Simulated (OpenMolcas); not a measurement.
## Multiconfigurational calculation for Eu³⁺ complex (part 2 of 2)

Continued. System: Eu³⁺ with 6 ligands (F; octahedron, 2.34 Å), neutralised by 6 outer point charges of +0.5 e, whose field is part of the energies. Method: state-averaged CASSCF, active space 6 electrons in the shell 4f, basis ANO-RCC-VTZP on the metal and ANO-RCC-VDZP on the ligands, DKH2 scalar Hamiltonian, spin-orbit coupling by RASSI with atomic mean-field integrals (OpenMolcas).

**Log (extracts), continued**
```
--- RASSI ---
SPIN-FREE ENERGIES:
  (Shifted by EMIN (a.u.) =     -11433.5192755721)

 SF State       Relative EMIN(au)   Rel lowest level(eV)    D:o, cm**(-1)

     1             0.0000000000        0.0000000000              0.0000
     2             0.0000000000        0.0000000000              0.0000
     3             0.0000000000        0.0000000000              0.0000
     4             0.0020910615        0.0569006815            458.9349
     5             0.0020910615        0.0569006815            458.9349
     6             0.0020910615        0.0569006815            458.9349
     7             0.0028272917        0.0769345257            620.5188
     8             0.1110440145        3.0216615683          24371.3441
     9             0.1110440145        3.0216615683          24371.3441
    10             0.1110440145        3.0216615683          24371.3441
    11             0.1116198373        3.0373305054          24497.7226
    12             0.1116198373        3.0373305054          24497.7226
    13             0.1257213860        3.4210531930          27592.6548
    14             0.1257213860        3.4210531930          27592.6548
    15             0.1257213860        3.4210531930          27592.6548
    16             0.1258779868        3.4253145185          27627.0247
    17             0.1258779868        3.4253145185          27627.0247
    18             0.1262872651        3.4364515484          27716.8510
    19             0.1262872651        3.4364515484          27716.8510
    20             0.1262872651        3.4364515484          27716.8510
    21             0.1272190765        3.4618074274          27921.3599
    22             0.1272190765        3.4618074274          27921.3599
    23             0.1272190765        3.4618074274          27921.3599
    24             0.1285190342        3.4971810787          28206.6676
    25             0.1285190342        3.4971810787          28206.6676
    26             0.1286281420        3.5001500544          28230.6141
    27             0.1286281420        3.5001500544          28230.6141
    28             0.1286281420        3.5001500544          28230.6141
    29             0.1287974133        3.5047561595          28267.7648
    30             0.1324028841        3.6028660193          29059.0742
    31             0.1325324539        3.6063917943          29087.5115
    32             0.1325324539        3.6063917943          29087.5115
    33             0.1325324539        3.6063917943          29087.5115
    34             0.1326580598        3.6098097047          29115.0788
    35             0.1326580598        3.6098097047          29115.0788
    36             0.1338355697        3.6418513815          29373.5123
    37             0.1338355697        3.6418513815          29373.5123
    38             0.1338355697        3.6418513815          29373.5123
    39             0.1521201905        4.1394012605          33386.5227
    40             0.1521201905        4.1394012605          33386.5227
Eigenvalues of complex Hamiltonian:
   -----------------------------------
  (Shifted by EMIN (a.u.) =     -11433.5192755721)

 SO State       Relative EMIN(au)   Rel lowest level(eV)    D:o, cm**(-1)

     1            -0.0166906280        0.0000000000              0.0000
     2            -0.0150200923        0.0454575926            366.6402
     3            -0.0150200923        0.0454575922            366.6402
     4            -0.0150200923        0.0454575926            366.6402
     5            -0.0124647936        0.1149908134            927.4635
     6            -0.0124647936        0.1149908137            927.4635
     7            -0.0116815311        0.1363044717           1099.3697
     8            -0.0116815311        0.1363044717           1099.3697
     9            -0.0116815311        0.1363044719           1099.3697
    10            -0.0081554196        0.2322548530           1873.2617
    11            -0.0079172939        0.2387345830           1925.5243
    12            -0.0079172939        0.2387345829           1925.5243
    13            -0.0079172939        0.2387345827           1925.5243
    14            -0.0076675557        0.2455303067           1980.3355
    15            -0.0076675557        0.2455303067           1980.3355
    16            -0.0076675557        0.2455303067           1980.3355
    17            -0.0038986075        0.3480886122           2807.5240
    18            -0.0038986075        0.3480886121           2807.5240
    19            -0.0038986075        0.3480886124           2807.5240
    20            -0.0028221964        0.3773792497           3043.7689
    21            -0.0028221964        0.3773792498           3043.7689
    22            -0.0028191802        0.3774613250           3044.4309
    23            -0.0028191802        0.3774613250           3044.4309
    24            -0.0028191802        0.3774613250           3044.4309
    25            -0.0028164664        0.3775351705           3045.0265
    26             0.0015830091        0.4972509991           4010.5998
    27             0.0015830091        0.4972509993           4010.5998
    28             0.0015830091        0.4972509991           4010.5998
    29             0.0017410837        0.5015524267           4045.2931
    30             0.0017410837        0.5015524265           4045.2931
    31             0.0017781100        0.5025599655           4053.4195
    32             0.0017781100        0.5025599655           4053.4195
    33             0.0017781100        0.5025599655           4053.4195
    34             0.0026147408        0.5253258469           4237.0387
    35             0.0026147408        0.5253258471           4237.0387
    36             0.0026147408        0.5253258468           4237.0387
    37             0.0070587711        0.6462540733           5212.3906
    38             0.0070587711        0.6462540735           5212.3906
    39             0.0071519641        0.6487899848           5232.8441
    40             0.0071519641        0.6487899851           5232.8441
    41             0.0071519642        0.6487899853           5232.8441
Weights of the five most important spin-orbit-free states for each spin-orbit state.

 SO State  Total energy (au)           Spin-free states, spin, and weights
 -------------------------------------------------------------------------------------------------------
    1        -0.016691       3 3.0  0.1603    2 3.0  0.1603    1 3.0  0.1603    5 3.0  0.1222    6 3.0  0.1222
    2        -0.015020       1 3.0  0.2495    3 3.0  0.1748    5 3.0  0.1541    4 3.0  0.1225    7 3.0  0.0941
    3        -0.015020       3 3.0  0.2514    2 3.0  0.2485    5 3.0  0.1225    6 3.0  0.1225    4 3.0  0.1166
    4        -0.015020       1 3.0  0.2504    2 3.0  0.1758    6 3.0  0.1541    4 3.0  0.1225    7 3.0  0.0941
    5        -0.012465       3 3.0  0.2454    2 3.0  0.2388    1 3.0  0.2022    6 3.0  0.1449    5 3.0  0.1395
    6        -0.012465       1 3.0  0.2554    2 3.0  0.2188    3 3.0  0.2121    4 3.0  0.1893    5 3.0  0.0507
    7        -0.011682       3 3.0  0.3345    4 3.0  0.1948    7 3.0  0.1375    5 3.0  0.1107    6 3.0  0.0859
    8        -0.011682       2 3.0  0.3317    4 3.0  0.1957    7 3.0  0.1375    6 3.0  0.1107    5 3.0  0.0851
    9        -0.011682       1 3.0  0.3406    5 3.0  0.1957    6 3.0  0.1949    7 3.0  0.1375    2 3.0  0.0529
   10        -0.008155       1 3.0  0.1859    2 3.0  0.1859    3 3.0  0.1859    5 3.0  0.1413    6 3.0  0.1413
   11        -0.007917       7 3.0  0.2004    1 3.0  0.1881    2 3.0  0.1880    4 3.0  0.1582    5 3.0  0.1027
   12        -0.007917       7 3.0  0.2004    3 3.0  0.1880    1 3.0  0.1869    4 3.0  0.1580    6 3.0  0.1028
```

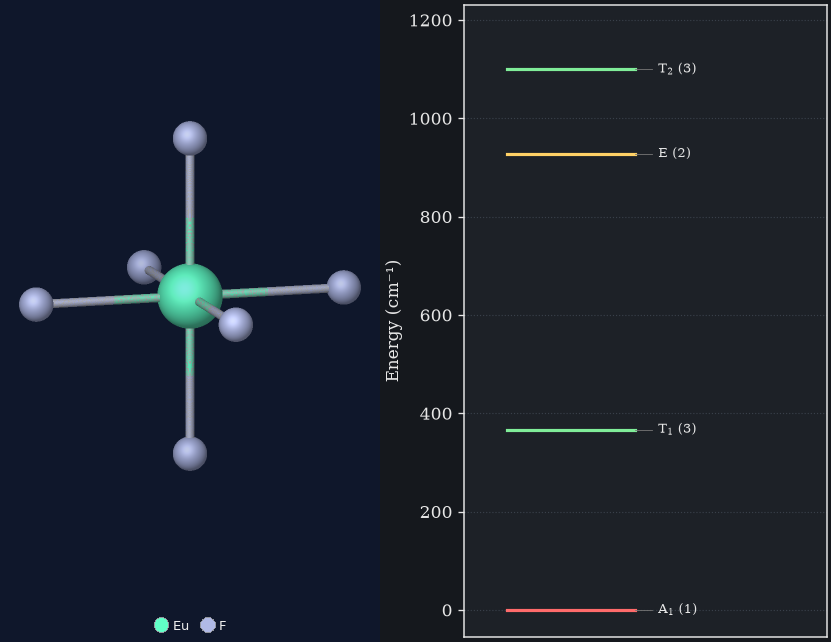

**Figure 1.** Eu³⁺ (4f⁶) with 6 ligands, F⁻, at 2.34 Å (arrangement: octahedron, Oh), neutralised by outer point charges of +0.5 e, and its levels. Labels give the representation in O, Td, D4 or D3 as the site allows (double group for half-integer spin) where it could be assigned and, in brackets, the degeneracy; spin-free states, where drawn, share the zero of the spin-orbit levels. The ground level is A₁, non-degenerate, 95 % from states of spin multiplicity 7 (of the 140 states of multiplicity 5, 77 enter the spin-orbit step). The next level lies at 367 cm⁻¹ (T₁). The active orbitals hold 100 % metal character (Löwdin), and the Mulliken charge of the metal is +2.41.

**Input**
```
&GATEWAY
Coord
7

Eu 0.0 0.0 0.0
F 2.340000 0.000000 0.000000
F 0.000000 2.340000 0.000000
F -2.340000 0.000000 0.000000
F 0.000000 -2.340000 0.000000
F 0.000000 0.000000 2.340000
F 0.000000 0.000000 -2.340000
Basis=Eu.ANO-RCC-VTZP,F.ANO-RCC-VDZP
Group=XYZ
NoMove
AngMom=0.0 0.0 0.0
AMFI
RICD
XField
3 Angstrom 0
4.740000 0.000000 0.000000 0.500000
0.000000 4.740000 0.000000 0.500000
0.000000 0.000000 4.740000 0.500000
&SEWARD
&RASSCF
FileOrb=start.orb
Symmetry=1
Spin=7
nActEl=6 0 0
Inactive=30 27
Ras2=0 7
CIRoot=7 7 1
SDav=7
CIMx=300
Iter=150 100
PrWF=0.3
OrbListing=Nothing
MaxOrb=0
LevShft=1.0
>>> COPY $Project.JobIph JOB001
&RASSCF
FileOrb=start.orb
Symmetry=1
Spin=5
nActEl=6 0 0
Inactive=30 27
Ras2=0 7
CIRoot=140 140 1
SDav=140
CIMx=300
Iter=150 100
PrWF=0.3
OrbListing=Nothing
MaxOrb=0
CIOnly
LevShft=1.0
>>> COPY $Project.JobIph JOB002
&RASSCF
FileOrb=start.orb
Symmetry=1
Spin=3
nActEl=6 0 0
Inactive=30 27
Ras2=0 7
CIRoot=162 162 1
SDav=588
CIMx=300
Iter=150 100
PrWF=0.3
OrbListing=Nothing
MaxOrb=0
CIOnly
LevShft=1.0
>>> COPY $Project.JobIph JOB003
&RASSI
NrOfJobIphs=3 7 77 3
1 2 3 4 5 6 7
1 2 3 4 5 6 7 8 9 10 11 12 13 14 15 16 17 18 19 20 21 22 23 24 25 26 27
28 29 30 31 32 33 34 35 36 37 38 39 40 41 42 43 44 45 46 47 48 49 50 51
52 53 54 55 56 57 58 59 60 61 62 63 64 65 66 67 68 69 70 71 72 73 74 75
76 77
1 2 3
IphNames
JOB001
JOB002
JOB003
EJob
SpinOrbit
DIPRint=1.0
SOCoupling=1000.0
Subsets=2
Property=9
'ANGMOM' 1 'ANGMOM' 2 'ANGMOM' 3 'MLTPL  1' 1 'MLTPL  1' 2 'MLTPL  1' 3
'AMFI' 1 'AMFI' 2 'AMFI' 3
SOProperty=3
'ANGMOM' 1 'ANGMOM' 2 'ANGMOM' 3
```

The file start.orb holds starting orbitals from an earlier step. A driver script formed the levels outside the program, from RASSI's spin-orbit matrix and the active-space energies, averaged over the components of each term or state.

Run as:
```bash
OMP_NUM_THREADS=1 MOLCAS_MEM=2457 MOLCAS_PROJECT=a pymolcas a.inp > a.log  # once for each step of the input, in one work folder
```

**Key numbers**

```
                                 quantity                                                                 value
                                  outcome                                                             converged
      energy of the lowest spin-free term                                                  −11433.51928 hartree
    energy of the lowest spin-orbit level                                                  −11433.53597 hartree
largest spread among components of a term                                                              0.0 cm⁻¹
                                 hardware  1 thread of Arm Neoverse V2, 24 GiB of memory available, shared host
                                wall time                                                               1.7 min
                              peak memory                                                              0.65 GiB
```

**Remarks**

Without dynamic correlation the splittings between terms come out too large, often by 20 to 50 %. Caveats: high states of lower spin left out of the spin-orbit mixing; distances are set from ionic radii, not optimised; spin-free states above about 46,000 cm⁻¹ are left out of the spin-orbit step.
